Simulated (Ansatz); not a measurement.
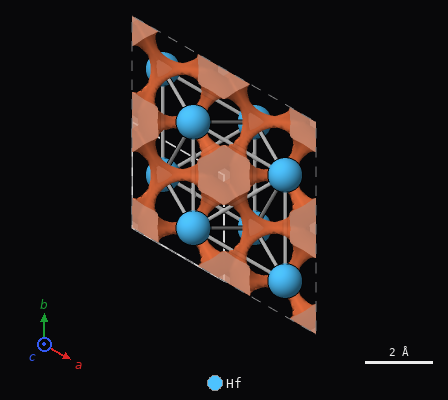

The orange surface encloses the points that the centre of a probe sphere of radius 0.10 Å can occupy in Hf in space group P6_3/mmc, computed on a grid of about 0.13 Å (2×2×2 cells shown, view along the c axis; pale faces close the region where the box cuts it).

The atoms' radii are touching radii (half the shortest distance): Hf 1.56 Å.

The cell is taken from a calculation's input that goes back to an entry of the Crystallography Open Database (an earlier step may have relaxed or displaced it).

```
CELL_PARAMETERS angstrom
3.19670 0.00000 0.00000
-1.59835 2.76842 0.00000
0.00000 0.00000 5.05780
ATOMIC_POSITIONS crystal
Hf 0.33333 0.66667 0.25000
Hf 0.66667 0.33333 0.75000
```

Q: Do these regions connect?

A: Where they connect, they form a three-dimensional network.

Q: What share of the cell can the probe's centre reach?

A: About 16 % of the volume (6.9 Å³ of 44.8 Å³).

Q: Give the largest included and the largest free sphere.

A: The largest sphere that fits anywhere has a diameter of 1.34 Å; the largest that can travel through the crystal, about 0.6 Å.

Q: How does the connectivity change as the probe shrinks?

A: Below a radius of about 0.28 Å the space forms one-dimensional channels along [001]. Below a radius of about 0.26 Å the space forms a three-dimensional network. These are grid estimates, good to about 0.05 Å.
